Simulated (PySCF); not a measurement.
# O(OH)₂: from HF to coupled cluster

How much do the numbers for O(OH)₂ (singlet) hang on the method? All levels run at one geometry, the PBE0 minimum.

The runs use PySCF 2.14.0; several methods, basis O def2-TZVP, H def2-TZVP, no relativity, density fitting.

**1. Where the work starts**

5 atoms, charge 0, spin multiplicity 1.

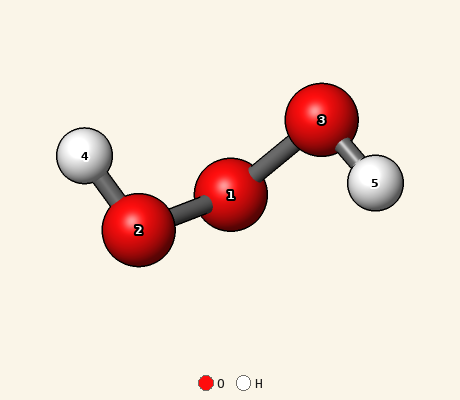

Start geometry, drawn with oxygen red, hydrogen white; atoms are numbered from 1 in the order of the file.

```xyz
5
charge 0 multiplicity 1
O     0.0000    0.0000   -0.5714
O     1.1215    0.1637    0.2545
O    -1.1215   -0.1637    0.2545
H     1.3439   -0.7498    0.4875
H    -1.3439    0.7498    0.4875
```

**2. PBE0**

One driver script runs all steps and calls PySCF; scf.py shows the equivalent input of each level. Each SCF starts from the density of the minimum. The driver also runs the species with one electron less or more at the same geometry (one less: multiplicity 2); their logs are not shown.

Contents of scf.py:

```python
from pyscf import gto, scf, dft
mol = gto.M(atom='''
O      0.000000     0.000000    -0.571406
O      1.121514     0.163656     0.254488
O     -1.121514    -0.163656     0.254488
H      1.343917    -0.749808     0.487460
H     -1.343917     0.749808     0.487460''',
    basis={'O': 'def2-TZVP', 'H': 'def2-TZVP'},
    charge=0, spin=0)
mf = dft.RKS(mol, xc='PBE0')
mf.grids.atom_grid = (99, 590)
aux = {'O': 'def2-universal-JKFIT', 'H': 'def2-universal-JKFIT'}
mf = mf.density_fit(auxbasis=aux)
mf.kernel()
```

What it wrote:

```text
init E= -226.555151835356
  HOMO = -0.314427396897866  LUMO = 0.0183008197029868  gap/eV = 9.05400
cycle= 1 E= -226.555151835348  delta_E= 7.73e-12  |g|= 1.33e-05  |ddm|= 2.29e-05
  HOMO = -0.314425008594603  LUMO = 0.0183015186242891  gap/eV = 9.05395
Extra cycle  E= -226.555151835265  delta_E= 8.34e-11  |g|= 2.63e-05  |ddm|= 1.63e-05
converged SCF energy = -226.555151835265
```

This level, with the species of one electron less or more, ran for 5.6 s (4 threads, shared host).

- energy: -226.555152 Eh
- one electron less (charge +1): -226.132518 Eh (doublet, ⟨S²⟩ 0.75)
- Mulliken charge of O1: -0.04 e

**3. HF**

Edit scf.py of step 2 so:

```diff
@@ -10,2 +10 @@
-mf = dft.RKS(mol, xc='PBE0')
-mf.grids.atom_grid = (99, 590)
+mf = scf.RHF(mol)
```

What it wrote (excerpt; [...] marks lines left out):

```text
[... the frontier levels of the middle cycles are left out ...]
init E= -225.623078657727
  HOMO = -0.494234111512163  LUMO = 0.132602909665574  gap/eV = 17.05710
cycle= 1 E= -225.642293794202  delta_E= -0.0192  |g|= 0.0635  |ddm|= 0.197
  HOMO = -0.506150997148236  LUMO = 0.13167461467411  gap/eV = 17.35612
cycle= 2 E= -225.643559826373  delta_E= -0.00127  |g|= 0.0254  |ddm|= 0.0629
  HOMO = -0.497023833760046  LUMO = 0.132611007295837  gap/eV = 17.13324
cycle= 3 E= -225.643740052867  delta_E= -0.00018  |g|= 0.00973  |ddm|= 0.0196
cycle= 4 E= -225.643785740579  delta_E= -4.57e-05  |g|= 0.00401  |ddm|= 0.0129
cycle= 5 E= -225.643790614262  delta_E= -4.87e-06  |g|= 0.00144  |ddm|= 0.00344
cycle= 6 E= -225.643792049419  delta_E= -1.44e-06  |g|= 0.000412  |ddm|= 0.00264
cycle= 7 E= -225.643792158238  delta_E= -1.09e-07  |g|= 7.85e-05  |ddm|= 0.000821
cycle= 8 E= -225.64379216233  delta_E= -4.09e-09  |g|= 2.25e-05  |ddm|= 0.000133
cycle= 9 E= -225.643792162757  delta_E= -4.27e-10  |g|= 7.91e-06  |ddm|= 3.77e-05
  HOMO = -0.498068956222454  LUMO = 0.132531687886393  gap/eV = 17.15952
Extra cycle  E= -225.643792162801  delta_E= -4.4e-11  |g|= 4.47e-06  |ddm|= 8.77e-06
converged SCF energy = -225.643792162801
```

This level, with the species of one electron less or more, took 0.7 s.

```
energy                        : -225.643792 Eh
one electron less (charge +1) : -225.256587 Eh (doublet, ⟨S²⟩ 0.80)
Mulliken charge of O1         : -0.03 e
```

**4. PBE**

Edit scf.py of step 3 so:

```diff
@@ -10 +10,2 @@
-mf = scf.RHF(mol)
+mf = dft.RKS(mol, xc='PBE')
+mf.grids.atom_grid = (99, 590)
```

What it wrote (excerpt; [...] marks lines left out):

```text
[... the frontier levels of the middle cycles are left out ...]
init E= -226.572023971491
  HOMO = -0.239220136334787  LUMO = -0.0330949434735339  gap/eV = 5.60895
cycle= 1 E= -226.575436497012  delta_E= -0.00341  |g|= 0.0205  |ddm|= 0.155
  HOMO = -0.240919846023261  LUMO = -0.0346936268843363  gap/eV = 5.61170
cycle= 2 E= -226.575282777869  delta_E= 0.000154  |g|= 0.0364  |ddm|= 0.0272
  HOMO = -0.243001745148481  LUMO = -0.0356118715769808  gap/eV = 5.64337
cycle= 3 E= -226.575480002868  delta_E= -0.000197  |g|= 0.0108  |ddm|= 0.02
cycle= 4 E= -226.575499715783  delta_E= -1.97e-05  |g|= 0.000993  |ddm|= 0.00583
cycle= 5 E= -226.575499884948  delta_E= -1.69e-07  |g|= 0.000154  |ddm|= 0.000663
cycle= 6 E= -226.575499888221  delta_E= -3.27e-09  |g|= 7.44e-05  |ddm|= 0.00015
cycle= 7 E= -226.575499889262  delta_E= -1.04e-09  |g|= 1.04e-05  |ddm|= 5.51e-05
cycle= 8 E= -226.575499889283  delta_E= -2.09e-11  |g|= 9.71e-07  |ddm|= 8.27e-06
  HOMO = -0.242287629793949  LUMO = -0.0353743068666835  gap/eV = 5.63040
Extra cycle  E= -226.575499889283  delta_E= -4.55e-13  |g|= 2.29e-06  |ddm|= 1.52e-06
converged SCF energy = -226.575499889283
```

This level, with the species of one electron less or more, took 12 s.

```
energy                        : -226.575500 Eh
one electron less (charge +1) : -226.165988 Eh (doublet, ⟨S²⟩ 0.75)
Mulliken charge of O1         : -0.05 e
```

**5. CCSD(T)**

Edit scf.py of step 4 so:

```diff
@@ -10,2 +10 @@
-mf = dft.RKS(mol, xc='PBE')
-mf.grids.atom_grid = (99, 590)
+mf = scf.RHF(mol)
@@ -14,0 +14,3 @@
+from pyscf import cc
+mycc = cc.CCSD(mf, frozen=3).run()
+mycc.ccsd_t()
```

The SCF cycles repeat those of step 3.

What it wrote:

```text
CCSD nocc = 10, nmo = 102
Init t2, MP2 energy = -226.366048998913  E_corr(MP2) -0.722256836111784
RCCSD converged
E(RCCSD) = -226.3761909121904  E_corr = -0.7323987493892171
RCCSD(T) correction = -0.0288030485564993
```

This level took 2.9 min.

- energy: -226.404994 Eh
- MP2 correlation in its own fitting basis (same spin, opposite spin): -0.72239 Eh (-0.18348, -0.53891)
- CCSD, (T): -0.73240, -0.02880 Eh; T1 0.015, D1 0.041

Left undone: coupled cluster skipped for cost (one electron less).

**6. r2SCAN**

Edit scf.py of step 5 so:

```diff
@@ -10 +10,2 @@
-mf = scf.RHF(mol)
+mf = dft.RKS(mol, xc='R2SCAN')
+mf.grids.atom_grid = (99, 590)
@@ -14,3 +14,0 @@
-from pyscf import cc
-mycc = cc.CCSD(mf, frozen=3).run()
-mycc.ccsd_t()
```

What it wrote (excerpt; [...] marks lines left out):

```text
[... the frontier levels of the middle cycles are left out ...]
init E= -226.684410278996
  HOMO = -0.259752758628621  LUMO = -0.0243375827091286  gap/eV = 6.40597
cycle= 1 E= -226.685515897881  delta_E= -0.00111  |g|= 0.0191  |ddm|= 0.117
  HOMO = -0.254073387406891  LUMO = -0.0187869041645543  gap/eV = 6.40247
cycle= 2 E= -226.685471922514  delta_E= 4.4e-05  |g|= 0.0235  |ddm|= 0.0231
  HOMO = -0.258079335905649  LUMO = -0.0226020558314995  gap/eV = 6.40766
cycle= 3 E= -226.685566187639  delta_E= -9.43e-05  |g|= 0.00567  |ddm|= 0.0151
cycle= 4 E= -226.685571442382  delta_E= -5.25e-06  |g|= 0.00148  |ddm|= 0.00302
cycle= 5 E= -226.685571809002  delta_E= -3.67e-07  |g|= 0.000113  |ddm|= 0.000793
cycle= 6 E= -226.685571811323  delta_E= -2.32e-09  |g|= 1.8e-05  |ddm|= 7.67e-05
cycle= 7 E= -226.685571811382  delta_E= -5.92e-11  |g|= 3.11e-06  |ddm|= 1.41e-05
  HOMO = -0.25768493613869  LUMO = -0.0224067738211689  gap/eV = 6.40224
Extra cycle  E= -226.685571811381  delta_E= 1.25e-12  |g|= 3.87e-06  |ddm|= 4.21e-06
converged SCF energy = -226.685571811381
```

This level, with the species of one electron less or more, ran for 22 s (4 threads, shared host).

- energy: -226.685572 Eh
- one electron less (charge +1): -226.270424 Eh (doublet, ⟨S²⟩ 0.75)
- Mulliken charge of O1: -0.04 e

**7. The ladder**

| level | atomisation energy (kJ/mol) | vertical ionisation energy (eV) | −ε(HOMO) (eV) | gap (eV) | dipole (D) | wall time |
| --- | --- | --- | --- | --- | --- | --- |
| PBE0 | 1305 | 11.50 | 8.56 | 9.05 | 1.04 | 5.6 s |
| HF | 518 | 10.54 | 13.55 | 17.16 | 1.12 | 0.7 s |
| PBE | 1437 | 11.14 | 6.59 | 5.63 | 1.01 | 12 s |
| CCSD(T) | 1246 | – | – | – | – | 2.9 min |
| r2SCAN | 1339 | 11.30 | 7.01 | 6.40 | 1.03 | 22 s |

Times are for 4 threads, shared host; PBE0 starts from its own converged density, so its time is not comparable. A dash stands where a species or a free atom was not run at that level, or the quantity is not defined.

Atomisation goes to high-spin atoms in their ground configurations, run at the same level, without zero-point energy.

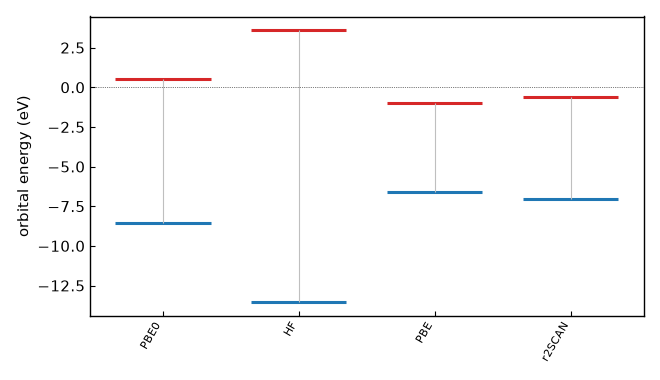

Highest occupied (blue) and lowest empty (red) levels by method.

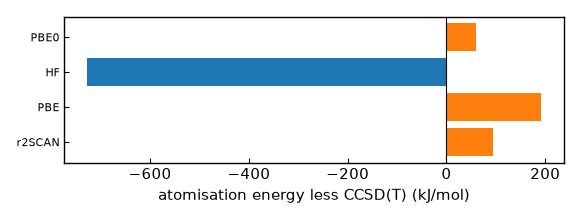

Deviation of the atomisation energy from CCSD(T).

**8. Summary of results**

| quantity | value |
| --- | --- |
| atomisation energy, CCSD(T) in this basis | 1246 kJ/mol |
| vertical ionisation energy, range | 10.54 (HF) to 11.50 (PBE0) eV |
| orbital gap, range | 5.63 (PBE) to 17.16 (HF) eV |
| T1, D1 | 0.015, 0.041 |

In atomisation energy the functionals lie from +60 kJ/mol (PBE0) to +191 kJ/mol (PBE) against CCSD(T). In a basis of this size CCSD(T) binds too weakly, often by tens of kJ/mol, while functionals are nearer their limits, so this ranks no functional. HF lacks the correlation that pairing electrons in bonds brings, so it binds too weakly, by 727 kJ/mol even against this CCSD(T).
